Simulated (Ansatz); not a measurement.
# GeH4O···CF3 (doublet): what the fields show

```yaml
atoms:
  - { symbol: Ge, position_ang: [0.0301, -0.0383, -0.1903] }
  - { symbol: H, position_ang: [0.1484, 0.0038, 1.3626] }
  - { symbol: H, position_ang: [1.4220, -0.0011, -0.8617] }
  - { symbol: H, position_ang: [-0.8518, 1.1540, -0.6701] }
  - { symbol: O, position_ang: [-0.6656, -1.6160, -0.7244] }
  - { symbol: H, position_ang: [-1.5217, -1.7750, -0.2832] }
  - { symbol: C, position_ang: [0.0350, 0.0473, 3.6702] }
  - { symbol: F, position_ang: [-0.7173, -0.9935, 4.0194] }
  - { symbol: F, position_ang: [1.2628, -0.0621, 4.1668] }
  - { symbol: F, position_ang: [-0.5322, 1.1913, 4.0438] }
```

Computed with UKS PBE/def2-SVP (Ansatz 0.2.0).

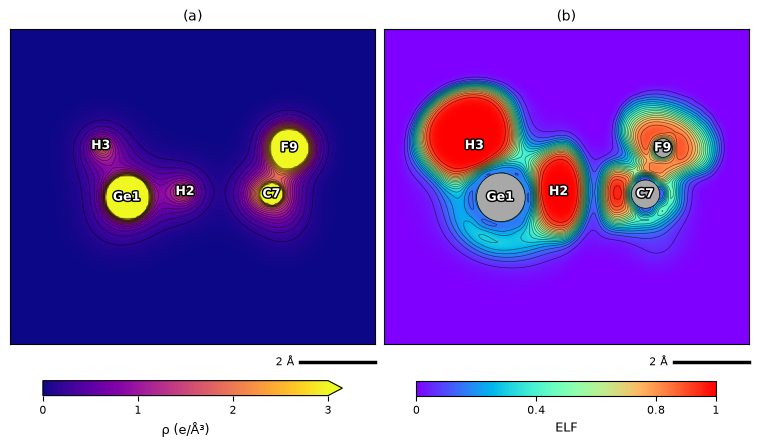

Figure 1. (a) electron density; (b) ELF on the plane of atoms H2, Ge1 and H3. Grey discs cover the atomic cores in the ELF map.

Read the bonding off the picture.

The section cuts through Ge, H, C and F sites.
C7···H2 (2.31 Å): the density falls to about 0.13 e/Å³ on the way; the ELF dips to about 0.15 between them.
C–F (1.33 Å): the density is about 2.4 e/Å³ at the midpoint; the ELF peaks at about 0.85 between the atoms: a shared but strongly polarised pair.
Ge–H (1.55 Å): ρ at the midpoint is about 1 e/Å³; the ELF climbs to about 1 towards the hydrogen.
The ELF also peaks beside F9, away from the bonds: non-bonding electrons, paired or unpaired.

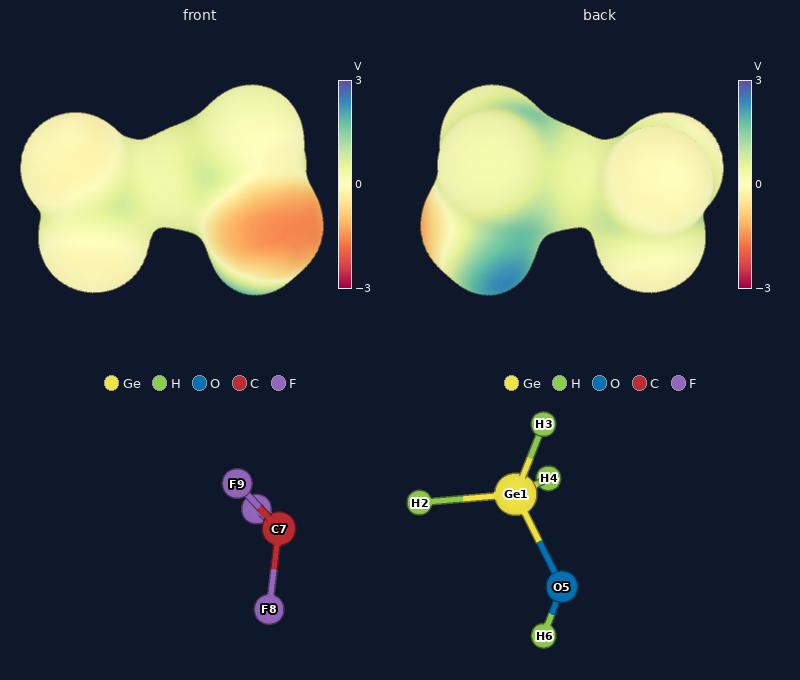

Figure 2. The electrostatic potential painted on the density surface at 0.002 e/bohr³, seen from the front and from behind; the colour scale runs from red (negative) to blue (positive). The bare structure is drawn below in the same view.

Describe the electrostatic potential map.

The most negative region (about −1.5 V) lies over O5, the most positive (about +2.3 V) over H6. O5 is the likeliest acceptor of a hydrogen bond.

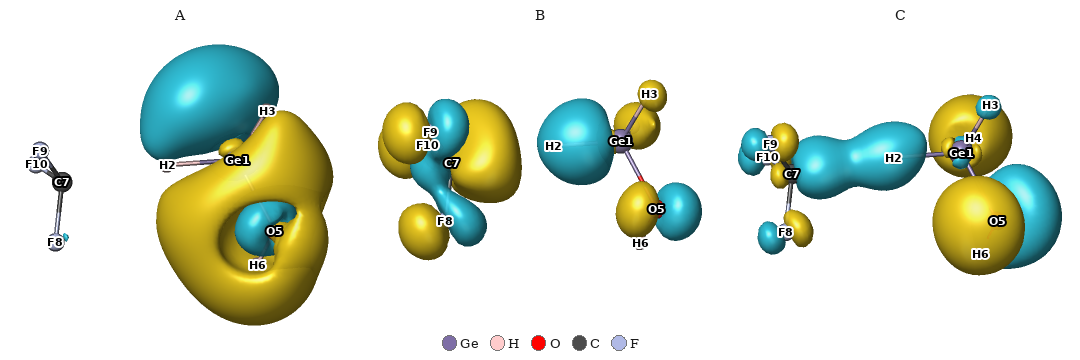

Figure 3. Three frontier orbitals at ±0.08 Å⁻³ᐟ² (yellow and cyan are the two phases), in no order.

Which picture is the HOMO−1, the HOMO and the LUMO? All are α orbitals.

C is the HOMO−1 (α) (−6.73 eV). Its weight (Hirshfeld) is mainly on O5 (about 65 %), Ge1 (about 10 %) and H4 (about 5 %); largely a lone pair of O5. B is the HOMO (α) (−5.56 eV). By Hirshfeld shares it lies mainly on C7 (about 45 %), F9 (about 10 %), F10 (about 10 %), F8 (about 10 %) and Ge1 (about 5 %). A is the LUMO (α) (−0.65 eV). It lies mainly on Ge1 (about 50 %), O5 (about 20 %) and H6 (about 15 %).

What is the gap between the highest occupied and lowest empty α orbitals?

4.91 eV between the orbital energies.
